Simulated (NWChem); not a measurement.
# UTPSSh-D3(BJ)/jorge-DZP run of [NH3]+ (SMILES [NH3+])

Aim: the solvation energy at fixed shape (SMD, chloroform) of [NH3]+ at UTPSSh-D3(BJ)/jorge-DZP, from 2 runs. 

The calculation is run with NWChem 7.3.0.

2 further runs of the same task are left out: 1 that didn't finish, 1 set aside as unsound or not needed.

**1. Starting point**

The species is [NH3]+ (4 atoms), meant as a doublet with charge +1. As SMILES, `[NH3+]`. Geometry: relaxed at GFN2-xTB.

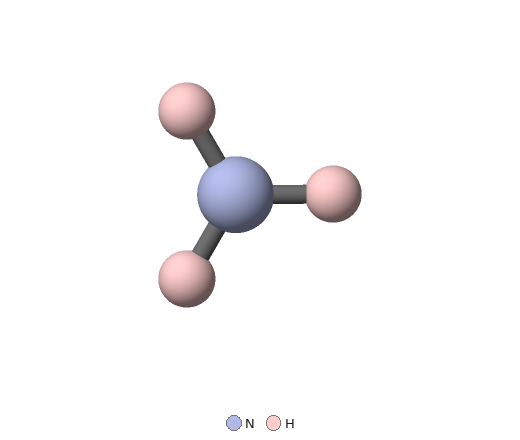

Viewed from a chosen angle; nitrogen light blue, hydrogen pink.

**2. Energy and one-electron properties at UTPSSh-D3(BJ)/jorge-DZP**

m1.nw

```
start m1
title "H3N TPSSh"
memory total 2200 mb
charge 1
geometry units atomic noautoz
   N    0.00026456  -0.00154958  -0.00062361
   H    0.96508313  -0.45117211   1.62384166
   H   -1.88114677  -0.45262720  -0.16971630
   H    0.91579907   0.90532999  -1.45350175
end
basis "ao basis" spherical bse
   * library jorge-DZP
end
dft
   xc xctpssh
   mult 2
   disp vdw 4
   grid coarse
   convergence energy 1e-07
   iterations 200
   mulliken
   noprint "final vectors analysis"
end
property
   octupole
   mulliken
   dipole
   moldenfile
   molden_norm janpa
end
task dft property
```

Run with:

```bash
$ nwchem m1.nw > m1.out
```

Log:

```text
[...]
 Group name             D3h
[...]
          Wavefunction type:  spin polarized.
          No. of atoms     :     4
          No. of electrons :     9
[...]
          Charge           :     1
          Spin multiplicity:     2
[...]
          AO basis - number of functions:    30
[...]
              XC Information
              --------------
                  TPSS hybrid Method XC Functional
                     Hartree-Fock (Exact) Exchange  0.100
                  TPSS metaGGA Exchange Functional  0.900
             TPSS03 metaGGA Correlation Functional  1.000
[...]
 d= 0,ls=0.0,diis     1    -56.0911758890 -6.78D+01  1.72D-02  3.17D-01     0.2
[...]
 d= 0,ls=0.0,diis     7    -56.2009940803 -1.43D-08  1.96D-07  3.52D-11     0.9
[...]
         Total DFT energy =      -56.200994080306
      One electron energy =      -95.138548110785
           Coulomb energy =       34.943616496267
    Exchange-Corr. energy =       -7.710209292737
 Nuclear repulsion energy =       11.704928690913
    Dispersion correction =       -0.000781863965
[...]
      Total Density - Mulliken Population Analysis
     ---------------------------------------------
    Atom       Charge   Shell Charges
 -----------   ------   -------------------------------------------------------
    1 N    7     6.87   0.94  1.03  0.82  0.63  2.81  0.62  0.01
    2 H    1     0.71   0.64  0.03  0.04
    3 H    1     0.71   0.64  0.03  0.04
    4 H    1     0.71   0.64  0.03  0.04
[...]
      <S2> =      0.7547 (Exact =     0.7500)
[...]
   Dipole moment        0.0000000000 Debye(s)
             DMX        0.0000000000 DMXEFC        0.0000000000
             DMY       -0.0000000000 DMYEFC        0.0000000000
             DMZ       -0.0000000000 DMZEFC        0.0000000000
   -EFC- dipole         0.0000000000 DEBYE(S)
   Total dipole         0.0000000000 DEBYE(S)
[...]
```

It took 1.4 s on 1 thread of Intel Xeon Platinum 8488C (Sapphire Rapids), shared host; peak memory 0.16 GiB.

Atomic charges (e):

```csv
atom,Mulliken,Löwdin
N1,+0.128,+0.480
H2,+0.291,+0.170
H3,+0.291,+0.170
H4,+0.291,+0.170
```

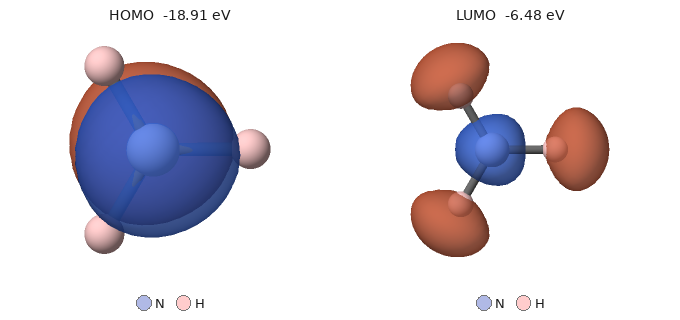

Frontier orbitals of this run (spin up), surfaces at ±0.2 Å^-3/2.

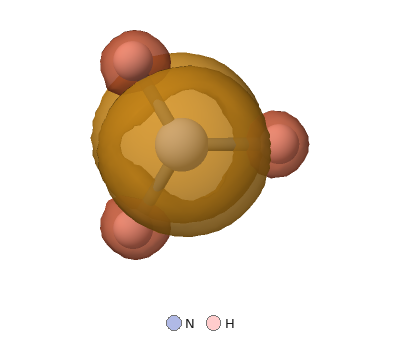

Spin density, surfaces at ±0.03 e/Å³.

**3. The charge distribution at UTPSSh-D3(BJ)/jorge-DZP (SMD chloroform)**

h3n.nw

```
start h3n
title "H3N TPSSh"
memory 2200 mb
charge 1

geometry
 zmatrix
   N
   H 1 1.027738
   H 1 1.027718 2 120.02048
   H 1 1.027679 3 120.00147 2 -179.77124
 end
end

basis spherical bse
 * library jorge-DZP
end

cosmo
 do_cosmo_smd true
 solvent chcl3
end

dft
 xc xctpssh
 mult 2
 disp vdw 4
 grid coarse
 convergence energy 1e-07
 maxiter 200
 mulliken
 print medium
end

property
 octupole
 mulliken
 dipole
 moldenfile
 molden_norm janpa
end

task dft property
```

Run with:

```bash
$ nwchem h3n.nw > h3n.out
```

Log:

```text
[...]
 Group name             D3h
[...]
          Wavefunction type:  spin polarized.
          No. of atoms     :     4
          No. of electrons :     9
[...]
          Charge           :     1
          Spin multiplicity:     2
[...]
          AO basis - number of functions:    30
[...]
              XC Information
              --------------
                  TPSS hybrid Method XC Functional
                     Hartree-Fock (Exact) Exchange  0.100
                  TPSS metaGGA Exchange Functional  0.900
             TPSS03 metaGGA Correlation Functional  1.000
[...]
 d= 0,ls=0.0,diis     1    -56.0911758890 -6.78D+01  1.72D-02  3.17D-01     0.2
[...]
 d= 0,ls=0.0,diis     5    -56.3079643038  3.91D-08  6.56D-07  1.36D-10     1.5
[...]
         Total DFT energy =      -56.307964303759
      One electron energy =      -93.220793953078
           Coulomb energy =       34.946007494794
    Exchange-Corr. energy =       -7.709080477980
 Nuclear repulsion energy =       11.704929189001
    Dispersion correction =       -0.000781863966
[...]
      Total Density - Mulliken Population Analysis
     ---------------------------------------------
    Atom       Charge   Shell Charges
 -----------   ------   -------------------------------------------------------
    1 N    7     6.88   0.94  1.03  0.82  0.64  2.81  0.62  0.01
    2 H    1     0.71   0.63  0.03  0.04
    3 H    1     0.71   0.63  0.03  0.04
    4 H    1     0.71   0.63  0.03  0.04
[...]
      <S2> =      0.7546 (Exact =     0.7500)
[...]
   Dipole moment        0.0000000000 Debye(s)
             DMX        0.0000000000 DMXEFC       -0.4451500516
             DMY       -0.0000000000 DMYEFC       -1.8593476253
             DMZ        0.0000000000 DMZEFC       -3.0377867431
   -EFC- dipole         3.5893565519 DEBYE(S)
   Total dipole         3.5893565519 DEBYE(S)
[...]
```

It took 2.1 s on 1 thread of Intel Xeon Platinum 8488C (Sapphire Rapids), shared host; peak memory 0.11 GiB.

Atomic charges (e):

```
atom  Mulliken  Löwdin
  N1    +0.123  +0.480
  H2    +0.292  +0.170
  H3    +0.292  +0.170
  H4    +0.292  +0.170
```

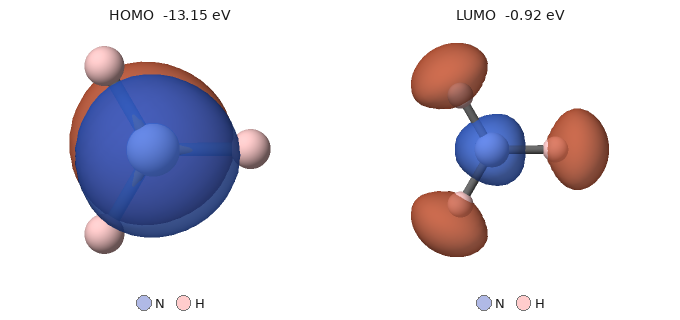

Frontier orbitals of this run (spin up), surfaces at ±0.2 Å^-3/2.

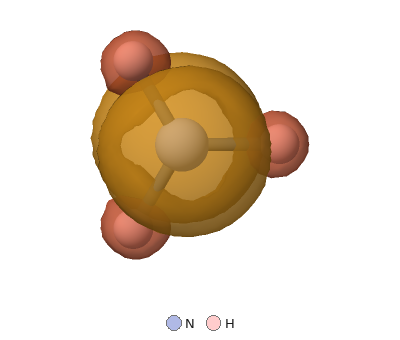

Spin density, surfaces at ±0.03 e/Å³.

**4. Summary of results**

At UTPSSh-D3(BJ)/jorge-DZP:

```
                                           quantity          value
                            gas phase: total energy   -56.20099 Eh
                       gas phase: dispersion energy   -2.05 kJ/mol
                                    gas phase: ⟨S²⟩          0.755
                      SMD, chloroform: total energy   -56.30796 Eh
SMD, chloroform: HOMO energy (highest over α and β)      -13.15 eV
 SMD, chloroform: LUMO energy (lowest over α and β)       -7.59 eV
                 SMD, chloroform: dispersion energy   -2.05 kJ/mol
        SMD, chloroform: solvent term in the energy  -280.9 kJ/mol
                              SMD, chloroform: ⟨S²⟩          0.755
   energy change from gas to solvent at fixed shape      -2.911 eV
```

The solvent model (SMD, chloroform) lowers the energy by 2.91 eV (−281 kJ/mol) at the same shape. Mulliken charges (gas phase) run from +0.13 on N1 to +0.29 on H2; they depend strongly on the basis.
